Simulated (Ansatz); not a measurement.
**Pt wire along [100], 37 atoms a period: bands along the axis**

Wanted: the relaxed geometry and the bands of the Pt wire along [100], 37 atoms a period.

Program: Ansatz 0.2.0. Level of theory: DFT PBE, plane waves, PAW; relaxation of a wire's period; PAW set soft_1, in the first sound run; inputs show where later runs differ. Results are calculated unless marked as measured.

## Step 1: The structure

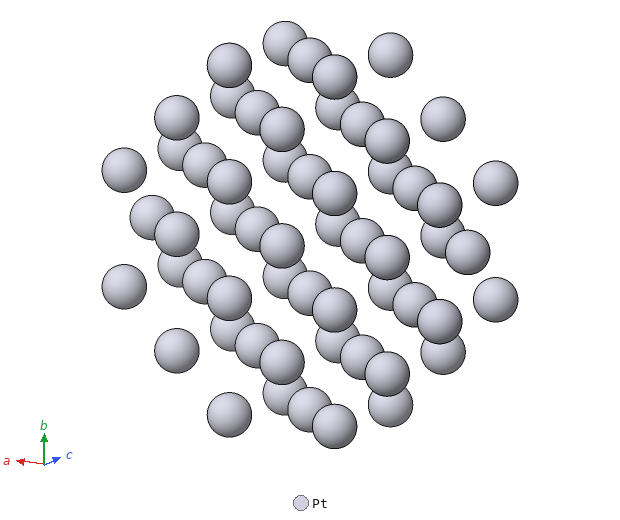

Start, viewed at a slant to the c axis; platinum light grey. Some periodic images of atoms are drawn too.

The cell holds 37 atoms: 37 Pt. Its edges and angles: a = 18.710 Å, b = 18.710 Å, c = 3.970 Å, α = 90.0°, β = 90.0°, γ = 90.0°. Vacuum lies along a and b. The structure's axis is c.

## Step 2: Relaxing the period

Band widths follow the bond lengths, so the wire is relaxed first. The atoms and the third cell vector are free; the box across stays fixed as vacuum. A Fermi-Dirac smearing is set since the result may be a metal. The pressure printed is a third of the stress's trace over the whole box, vacuum included; only the stress along the axis is relaxed.

The input, input.yaml:

```yaml
crystal:
  lattice:
    - [18.71, 0.0, 0.0]
    - [0.0, 18.71, 0.0]
    - [0.0, 0.0, 3.97]
  atoms:
    - { symbol: Pt, position: [0.181721005, 0.393907002, 0.0] }
    - { symbol: Pt, position: [0.181721005, 0.606092998, 0.0] }
    - { symbol: Pt, position: [0.287814003, 0.287814003, 0.0] }
    - { symbol: Pt, position: [0.287814003, 0.5, 0.0] }
    - { symbol: Pt, position: [0.287814003, 0.712185997, 0.0] }
    - { symbol: Pt, position: [0.393907002, 0.181721005, 0.0] }
    - { symbol: Pt, position: [0.393907002, 0.393907002, 0.0] }
    - { symbol: Pt, position: [0.393907002, 0.606092998, 0.0] }
    - { symbol: Pt, position: [0.393907002, 0.818278995, 0.0] }
    - { symbol: Pt, position: [0.5, 0.287814003, 0.0] }
    - { symbol: Pt, position: [0.5, 0.5, 0.0] }
    - { symbol: Pt, position: [0.5, 0.712185997, 0.0] }
    - { symbol: Pt, position: [0.606092998, 0.181721005, 0.0] }
    - { symbol: Pt, position: [0.606092998, 0.393907002, 0.0] }
    - { symbol: Pt, position: [0.606092998, 0.606092998, 0.0] }
    - { symbol: Pt, position: [0.606092998, 0.818278995, 0.0] }
    - { symbol: Pt, position: [0.712185997, 0.287814003, 0.0] }
    - { symbol: Pt, position: [0.712185997, 0.5, 0.0] }
    - { symbol: Pt, position: [0.712185997, 0.712185997, 0.0] }
    - { symbol: Pt, position: [0.818278995, 0.393907002, 0.0] }
    - { symbol: Pt, position: [0.818278995, 0.606092998, 0.0] }
    - { symbol: Pt, position: [0.181721005, 0.5, 0.5] }
    - { symbol: Pt, position: [0.287814003, 0.393907002, 0.5] }
    - { symbol: Pt, position: [0.287814003, 0.606092998, 0.5] }
    - { symbol: Pt, position: [0.393907002, 0.287814003, 0.5] }
    - { symbol: Pt, position: [0.393907002, 0.5, 0.5] }
    - { symbol: Pt, position: [0.393907002, 0.712185997, 0.5] }
    - { symbol: Pt, position: [0.5, 0.181721005, 0.5] }
    - { symbol: Pt, position: [0.5, 0.393907002, 0.5] }
    - { symbol: Pt, position: [0.5, 0.606092998, 0.5] }
    - { symbol: Pt, position: [0.5, 0.818278995, 0.5] }
    - { symbol: Pt, position: [0.606092998, 0.287814003, 0.5] }
    - { symbol: Pt, position: [0.606092998, 0.5, 0.5] }
    - { symbol: Pt, position: [0.606092998, 0.712185997, 0.5] }
    - { symbol: Pt, position: [0.712185997, 0.393907002, 0.5] }
    - { symbol: Pt, position: [0.712185997, 0.606092998, 0.5] }
    - { symbol: Pt, position: [0.818278995, 0.5, 0.5] }
kpoints:
  mp_grid: { grid: [1, 1, 21] }
scf:
  occupations: { method: fermi_dirac, width: 0.05 }
hamiltonian:
  xc: pbe
  pseudopotentials: { kind: paw, azcp: { folder: soft_1 } }
relax:
  cell: { fix: [a, b, alpha, beta, gamma] }
  max_steps: 45
  f_tol: 0.03
```

Launch:

```
> ansatz run input.yaml --threads 16 --pin off --max-ram 61440MiB --backend cuda --events-out ev --progress --plain --runs-dir out --max-vram 78GiB
```

Numbers of over 12 decimals in the logs are rounded to 6 here.

Log:

```text
Engine: ansatz 0.2.0, aarch64-unknown-linux-gnu
Pseudopotentials: kind: paw
Pseudopotential: Pt, paw, valence charge 18, recommended cutoff 420 eV (normal), soft_1/Pt.paw.azcp
Functional definition: PBE
  parameter kappa = 0.804
  parameter beta = 0.066725
  exchange = pbe_x(kappa = kappa, mu = beta*pi^2/3)
  correlation = pbe_c(beta = beta)
[...]
Crystal: 37 atoms, lattice volume = 1389.754 Å³
Basis set: ecut = 420 eV, 27153 PW (Γ), exchange–correlation on 256×256×54 points (8 copies of the dense FFT grid, shifted against one another)
Bands: 400, of which v1, the nominal top of the filled ones, is band 333 counted from 1 (332 counted from 0)
Symmetry: 16 space group operations
Space group: P4/mmm (ITA 123), of the structure as read, at distance tolerance 1.1e-4 Å
k-points: 11 of 21
Non-local potential: Pt, projectors of the file, l = 0: 3, l = 1: 2, l = 2: 2, l = 3: 1
PAW form: soft (Blöchl's): semilocal exchange-correlation on the pseudo side does not see the compensation charge
PAW one-centre angular grid: Pt, 590 points (default); XC on 64 Gauss nodes
Initial density: superposition of atomic densities (neutral atoms: chi_scale 0, normalization atom)
Initial wavefunctions: pseudopotential atomic-orbital guess
[...]
Functional: x = pbe(κ = 0.804, μ = 0.219515), c = pbe(β = 0.066725)
SCF iter   1: F=—  HF=-463403.519700 eV  |F-HF|=—  |Δ(HF+E_count)|=         —  Δρ=5.80e-2  dr2=9.66e1  ethr=3.10e-3  ⟨swp⟩=6.2  Hψ=15338  notcnv=0  defer=275
preconditioner: auto → LDOS  [metal: Δε(μ)=0.012 eV  Ē_g=6.469 eV  σ=0.050 eV  W_gap=0.06  n_scr=354 (ndim 8)  ℏωp=19.2 eV  f_vac=0.497  D(μ)=70.60/eV (n_scr^D=622)  β→1.0]
SCF iter   2: F=—  HF=-463400.724305 eV  |F-HF|=—  |Δ(HF+E_count)|=    2.80e0  Δρ=4.24e-2  dr2=4.07e1  ethr=3.10e-3  ⟨swp⟩=3.0  Hψ=10979  notcnv=0  defer=436
[...]
SCF iter  14: F=-463391.099728 eV  HF=-463391.099728 eV  |F-HF|=1.32e-8  |Δ(HF+E_count)|=   8.68e-8  Δρ=1.67e-6  dr2=5.30e-8  ethr=1.50e-11  ⟨swp⟩=4.0  Hψ=13909  notcnv=0
SCF 1 converged in 14 iterations: F = -463391.099728 eV  dr2 = 5.30e-8
  greatest PAW one-centre occupation: 1.000 electrons in one spin orbital (limit 2), on the Pt atom at site 10 (counted from 0), in its partial waves of l = 0
relax step   1: F+E_penalty+E_count = -463391.09972791 eV  Δ(F+E_penalty+E_count) = +0.000e0 eV  max|allowed force component| = 1.180e0 eV/Å  Δτ_max = 0.0000 Å  P = -3.936 GPa  Ω = 1389.754 Å³  fix = [a, b, alpha, beta, gamma]  reactions: a -3.698, b -3.698 GPa  (14 SCF iters, dr2 threshold 1.00e-7 eV, accepted)
[...]
Crystal: 37 atoms, lattice volume = 1340.352 Å³
Basis set: ecut = 420 eV, 26273 PW (Γ), exchange–correlation on 256×256×54 points (8 copies of the dense FFT grid, shifted against one another)
[...]
iter 1 solved again at ethr=1.74e-3 eV; its pass at ethr=3.10e-3 eV (dr2=1.16e1 eV) is discarded
SCF iter   1: F=—  HF=-463393.133659 eV  |F-HF|=—  |Δ(HF+E_count)|=         —  Δρ=1.70e-2  dr2=1.15e1  ethr=1.74e-3  ⟨swp⟩=3.2  Hψ=22515  notcnv=0
preconditioner: auto → LDOS  [metal: Δε(μ)=0.009 eV  Ē_g=7.008 eV  σ=0.050 eV  W_gap=0.04  n_scr=346 (ndim 8)  ℏωp=19.5 eV  f_vac=0.510  D(μ)=76.46/eV (n_scr^D=718)  β→1.0]
SCF iter   2: F=—  HF=-463392.663653 eV  |F-HF|=—  |Δ(HF+E_count)|=   4.70e-1  Δρ=5.92e-3  dr2=1.63e0  ethr=1.73e-3  ⟨swp⟩=2.2  Hψ=5485  notcnv=0
[...]
SCF iter  10: F=-463392.597115 eV  HF=-463392.597117 eV  |F-HF|=1.84e-6  |Δ(HF+E_count)|=   9.80e-7  Δρ=9.00e-6  dr2=2.28e-6  ethr=5.56e-10  ⟨swp⟩=3.0  Hψ=16001  notcnv=0
SCF 2 converged in 10 iterations: F = -463392.597115 eV  dr2 = 2.28e-6
  greatest PAW one-centre occupation: 1.000 electrons in one spin orbital (limit 2), on the Pt atom at site 17 (counted from 0), in its partial waves of l = 0
relax step   2: F+E_penalty+E_count = -463392.59711466 eV  Δ(F+E_penalty+E_count) = -1.497e0 eV  max|allowed force component| = 9.241e-1 eV/Å  Δτ_max = 0.1948 Å  P = +2.655 GPa  Ω = 1340.352 Å³  energy of the carried Pulay correction = +9.272e-3 eV  fix = [a, b, alpha, beta, gamma]  reactions: a +2.319, b +2.319 GPa  (10 SCF iters, dr2 threshold 3.70e-6 eV, accepted)
[...]
Crystal: 37 atoms, lattice volume = 1371.909 Å³
[...]
SCF 3 converged in 9 iterations: F = -463393.173871 eV  dr2 = 8.09e-7
[...]
SCF 4 converged in 9 iterations: F = -463393.277203 eV  dr2 = 1.40e-6
[...]
SCF 5 converged in 10 iterations: F = -463393.245472 eV  dr2 = 4.46e-7
[...]
SCF 6 converged in 14 iterations: F = -463393.297678 eV  dr2 = 1.75e-10
[...]
SCF 7 converged in 8 iterations: F = -463393.299165 eV  dr2 = 2.35e-10
[...]
SCF converged after 8 iterations
[...]
--- Relaxed structure (6 steps of the walk, 5 accepted, 1 SCFs on fresh bases) ---
  F+E_penalty+E_count = -463393.29916454 eV   max|allowed force component| = 1.562e-2 eV/Å   (the final SCF, on the basis selected at the relaxed cell)
  cell:  # Å, volume = 1395.7089 Å³
    - [18.71, 0.0, 0.0]
    - [0.0, 18.71, 0.0]
    - [0.0, 0.0, 3.987009]
  atoms:
    - { symbol: Pt, position: [0.191148, 0.404045, 0.0] }
    - { symbol: Pt, position: [0.191148, 0.595955, 0.0] }
    - { symbol: Pt, position: [0.291689, 0.291689, 0.0] }
    - { symbol: Pt, position: [0.296542, 0.5, 0.0] }
    - { symbol: Pt, position: [0.291689, 0.708311, 0.0] }
    - { symbol: Pt, position: [0.404045, 0.191148, 0.0] }
    - { symbol: Pt, position: [0.394792, 0.394792, 0.0] }
    - { symbol: Pt, position: [0.394792, 0.605208, 0.0] }
    - { symbol: Pt, position: [0.404045, 0.808852, 0.0] }
    - { symbol: Pt, position: [0.5, 0.296542, 0.0] }
    - { symbol: Pt, position: [0.5, 0.5, 0.0] }
    - { symbol: Pt, position: [0.5, 0.703458, 0.0] }
    - { symbol: Pt, position: [0.595955, 0.191148, 0.0] }
    - { symbol: Pt, position: [0.605208, 0.394792, 0.0] }
    - { symbol: Pt, position: [0.605208, 0.605208, 0.0] }
    - { symbol: Pt, position: [0.595955, 0.808852, 0.0] }
    - { symbol: Pt, position: [0.708311, 0.291689, 0.0] }
    - { symbol: Pt, position: [0.703458, 0.5, 0.0] }
    - { symbol: Pt, position: [0.708311, 0.708311, 0.0] }
    - { symbol: Pt, position: [0.808852, 0.404045, 0.0] }
    - { symbol: Pt, position: [0.808852, 0.595955, 0.0] }
    - { symbol: Pt, position: [0.189538, 0.5, 0.500000] }
    - { symbol: Pt, position: [0.283768, 0.386529, 0.500000] }
    - { symbol: Pt, position: [0.283768, 0.613471, 0.500000] }
    - { symbol: Pt, position: [0.386529, 0.283768, 0.500000] }
    - { symbol: Pt, position: [0.393883, 0.5, 0.500000] }
    - { symbol: Pt, position: [0.386529, 0.716232, 0.500000] }
    - { symbol: Pt, position: [0.5, 0.189538, 0.500000] }
    - { symbol: Pt, position: [0.5, 0.393883, 0.500000] }
    - { symbol: Pt, position: [0.5, 0.606117, 0.500000] }
    - { symbol: Pt, position: [0.5, 0.810462, 0.500000] }
    - { symbol: Pt, position: [0.613471, 0.283768, 0.500000] }
    - { symbol: Pt, position: [0.606117, 0.5, 0.500000] }
    - { symbol: Pt, position: [0.613471, 0.716232, 0.500000] }
    - { symbol: Pt, position: [0.716232, 0.386529, 0.500000] }
    - { symbol: Pt, position: [0.716232, 0.613471, 0.500000] }
    - { symbol: Pt, position: [0.810462, 0.5, 0.500000] }
```

It took 29 s on 1 × NVIDIA GB200 with 16 threads of Arm Neoverse V2, shared host; peak memory 1.6 GiB.

Step by step:

| step | energy less that of the first step (eV) | largest force component (eV/Å) | pressure (GPa) | volume (Å³) |
| --- | --- | --- | --- | --- |
| 1 | 0.0000 | 1.1799 | -3.94 | 1389.75 |
| 2 | -1.4974 | 0.9241 | 2.65 | 1340.35 |
| 3 | -2.0741 | 0.1502 | -0.35 | 1371.91 |
| 4 | -2.1775 | 0.1581 | -0.18 | 1391.14 |
| 5 | -2.1457 | 0.1834 | 0.07 | 1406.67 |
| 6 | -2.1980 | 0.0156 | -0.04 | 1395.71 |
| 7 | -2.1994 | 0.0156 | -0.03 | 1395.71 |

The log counts 1 steps on a newly chosen plane-wave basis, not all of them marked here; energy and pressure can jump at such steps. Relaxation step 5 was tried and not accepted.

The run keeps the 16 symmetry operations that it works with, so distortions that break them were not tested.

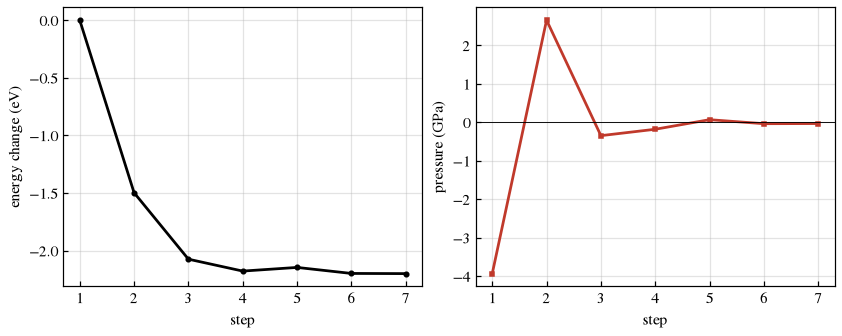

Energy and pressure along the relaxation.

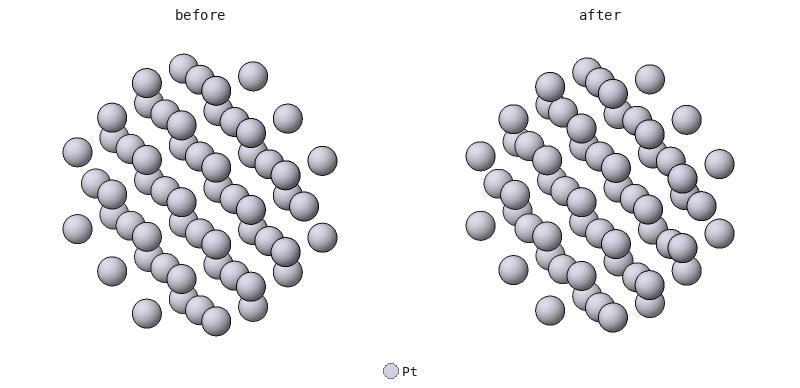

The structure before and after the relaxation, drawn at the same scale.

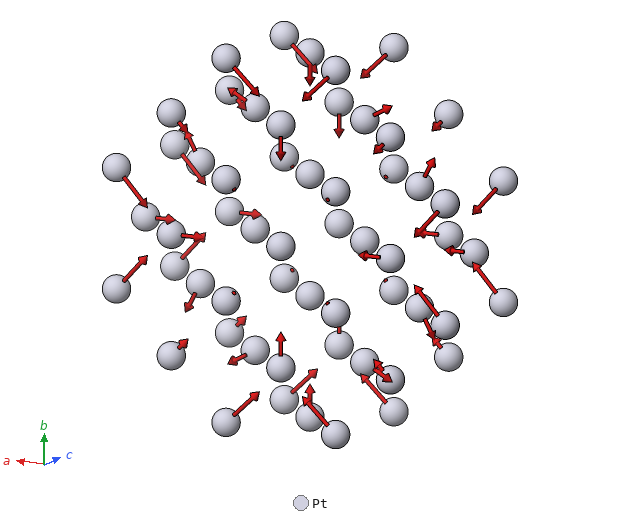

Displacements in the relaxation, exaggerated, measured against the changing cell; the longest in the cell stands for 0.26 Å. Some periodic images of atoms are drawn too.

| cell as run | before | after | change |
| --- | --- | --- | --- |
| c (Å) | 3.970 | 3.987 | +0.4 % |

The atoms that moved most (Å, along periodic axes as changes of fractional coordinates times the final cell, across vacuum about the mean position):

| atom | dx | dy | dz | length |
| --- | --- | --- | --- | --- |
| Pt21 | -0.176 | -0.190 | 0.000 | 0.259 |
| Pt16 | -0.190 | -0.176 | 0.000 | 0.259 |
| Pt2 | 0.176 | -0.190 | 0.000 | 0.259 |
| Pt13 | -0.190 | 0.176 | 0.000 | 0.259 |
| Pt20 | -0.176 | 0.190 | 0.000 | 0.259 |
| Pt9 | 0.190 | -0.176 | 0.000 | 0.259 |
| Pt1 | 0.176 | 0.190 | 0.000 | 0.259 |
| Pt6 | 0.190 | 0.176 | 0.000 | 0.259 |

This step gave:

- energy at zero smearing: -463393.0008 eV
- cell length along the wire: 3.987 Å

The cell's length comes to 3.987 Å with spin left out.

## Step 3: The perfect wire

This step: DFT PBE, plane waves, PAW; bands of a perfect wire; PAW set soft_1 (Ansatz 0.2.0).

At the relaxed period the bands are computed along the axis; those that cross an energy going forward count the channels that a perfect wire would open there.

The input, input.yaml:

```yaml
crystal:
  lattice:
    - [18.71, 0.0, 0.0]
    - [0.0, 18.71, 0.0]
    - [0.0, 0.0, 3.9870094142]
  atoms:
    - { symbol: Pt, position: [0.191148003, 0.404044616, 0.0] }
    - { symbol: Pt, position: [0.191148003, 0.595955384, 0.0] }
    - { symbol: Pt, position: [0.291688884, 0.291688884, 0.0] }
    - { symbol: Pt, position: [0.29654215, 0.5, 0.0] }
    - { symbol: Pt, position: [0.291688884, 0.708311116, 0.0] }
    - { symbol: Pt, position: [0.404044616, 0.191148003, 0.0] }
    - { symbol: Pt, position: [0.394791871, 0.394791871, 0.0] }
    - { symbol: Pt, position: [0.394791871, 0.605208129, 0.0] }
    - { symbol: Pt, position: [0.404044616, 0.808851997, 0.0] }
    - { symbol: Pt, position: [0.5, 0.29654215, 0.0] }
    - { symbol: Pt, position: [0.5, 0.5, 0.0] }
    - { symbol: Pt, position: [0.5, 0.70345785, 0.0] }
    - { symbol: Pt, position: [0.595955384, 0.191148003, 0.0] }
    - { symbol: Pt, position: [0.605208129, 0.394791871, 0.0] }
    - { symbol: Pt, position: [0.605208129, 0.605208129, 0.0] }
    - { symbol: Pt, position: [0.595955384, 0.808851997, 0.0] }
    - { symbol: Pt, position: [0.708311116, 0.291688884, 0.0] }
    - { symbol: Pt, position: [0.70345785, 0.5, 0.0] }
    - { symbol: Pt, position: [0.708311116, 0.708311116, 0.0] }
    - { symbol: Pt, position: [0.808851997, 0.404044616, 0.0] }
    - { symbol: Pt, position: [0.808851997, 0.595955384, 0.0] }
    - { symbol: Pt, position: [0.1895378, 0.5, 0.5] }
    - { symbol: Pt, position: [0.28376779, 0.386529077, 0.5] }
    - { symbol: Pt, position: [0.28376779, 0.613470923, 0.5] }
    - { symbol: Pt, position: [0.386529077, 0.28376779, 0.5] }
    - { symbol: Pt, position: [0.393882816, 0.5, 0.5] }
    - { symbol: Pt, position: [0.386529077, 0.71623221, 0.5] }
    - { symbol: Pt, position: [0.5, 0.1895378, 0.5] }
    - { symbol: Pt, position: [0.5, 0.393882816, 0.5] }
    - { symbol: Pt, position: [0.5, 0.606117184, 0.5] }
    - { symbol: Pt, position: [0.5, 0.8104622, 0.5] }
    - { symbol: Pt, position: [0.613470923, 0.28376779, 0.5] }
    - { symbol: Pt, position: [0.606117184, 0.5, 0.5] }
    - { symbol: Pt, position: [0.613470923, 0.71623221, 0.5] }
    - { symbol: Pt, position: [0.71623221, 0.386529077, 0.5] }
    - { symbol: Pt, position: [0.71623221, 0.613470923, 0.5] }
    - { symbol: Pt, position: [0.8104622, 0.5, 0.5] }
kpoints:
  mp_grid: { grid: [1, 1, 21] }
  band_path: { path: ["Γ", Z], npoints: 90 }
scf:
  occupations: { method: fermi_dirac, width: 0.05 }
hamiltonian:
  xc: pbe
  pseudopotentials: { kind: paw, azcp: { folder: soft_1 } }
output:
  dos: { e_range: [-5, 4] }
  write_potential: true
  write_density: true
  volumetric_format: npy
```

Log:

```text
[...]
Crystal: 37 atoms, lattice volume = 1395.709 Å³
Basis set: ecut = 420 eV, 27321 PW (Γ)
Bands: 400, of which v1, the nominal top of the filled ones, is band 333 counted from 1 (332 counted from 0)
Symmetry: 16 space group operations
[...]
k-points: 11 of 21
[...]
SCF iter   1: F=—  HF=-463405.222319 eV  |F-HF|=—  |Δ(HF+E_count)|=         —  Δρ=5.57e-2  dr2=5.42e1  ethr=3.10e-3  ⟨swp⟩=7.1  Hψ=16250  notcnv=0  defer=277
[...]
SCF iter   6: F=—  HF=-463393.309703 eV  |F-HF|=—  |Δ(HF+E_count)|=   1.50e-3  Δρ=6.42e-4  dr2=2.12e-2  ethr=8.77e-6  ⟨swp⟩=2.0  Hψ=5984  notcnv=0  defer=456
[...]
SCF iter  12: F=—  HF=-463393.299367 eV  |F-HF|=—  |Δ(HF+E_count)|=   2.39e-7  Δρ=4.75e-6  dr2=8.05e-7  ethr=7.40e-10  ⟨swp⟩=2.1  Hψ=5803  notcnv=0  defer=456
[...]
SCF iter  14: F=-463393.299367 eV  HF=-463393.299367 eV  |F-HF|=1.44e-8  |Δ(HF+E_count)|=   1.32e-8  Δρ=1.11e-6  dr2=2.74e-8  ethr=1.50e-11  ⟨swp⟩=13.9  Hψ=16291  notcnv=0
SCF 1 converged in 14 iterations: F = -463393.299367 eV  dr2 = 2.74e-8
[...]
NSCF: frozen V_eff on 91 k-points
[...]
SCF converged after 14 iterations
[...]
```

It took 24 s on 1 × NVIDIA GB200 with 16 threads; peak memory 3.5 GiB.

The column dr2 measures how far the density is from self-consistency, as an energy; F and HF (Harris–Foulkes) agree once it is small.

This step gave:

| Property | Result |
| --- | --- |
| energy at zero smearing | -463393.0010 eV |
| band gap | 0 eV |

The electronic bands at the labelled points (eV, zero at the Fermi level; # counts the bands kept):

| point | #54 | #55 | #56 | #57 | #58 | #59 | #60 | #61 |
| --- | --- | --- | --- | --- | --- | --- | --- | --- |
| Γ | -0.02 | -0.02 | -0.02 | 0.02 | 0.04 | 0.09 | 0.17 | 0.20 |
| Z | -0.13 | -0.13 | -0.08 | -0.05 | 0.09 | 0.09 | 0.11 | 0.11 |

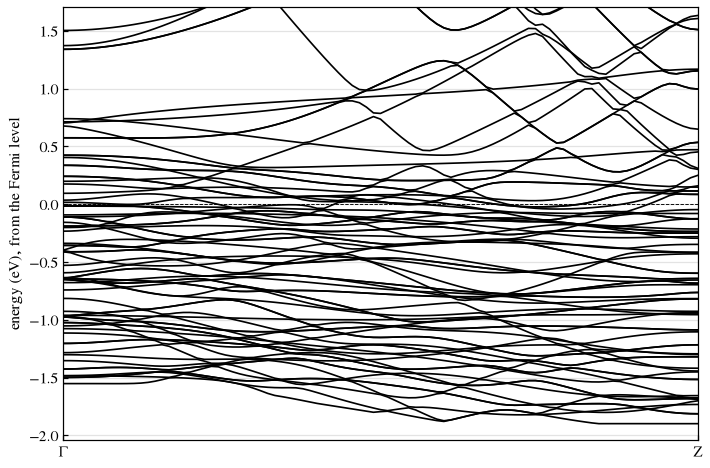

Electronic bands along the path.

Between Γ and Z the bands cross the Fermi level 15 times, so a perfect wire would conduct at least 15 G₀, with spin left out.

## Step 4: Results

| Property | Result |
| --- | --- |
| cell length, PBE | 3.987 Å |
| ballistic conductance by band crossings, a lower bound, PBE | 15 G₀ |

In words: Under PBE the cell's length is 3.99 Å, and the bands cross the Fermi level 15 times between Γ and Z, which gives a perfect wire at least 15 G₀ (opposite crossings within one step of the path cancel in such a count). No spin was allowed, though thin wires with open d shells can turn magnetic. Spin-orbit coupling is left out, which matters for the bands of heavy atoms.

[Logs are printed without paths, hosts, clocks, repeated set-up lines and the standing remarks that a program may print on its own settings, such as how far it seeks lower states.]

[Hosts, paths, dates, database ids (printed as entryN), source tags and the programs' standing remarks are cut or masked in the printed files.]
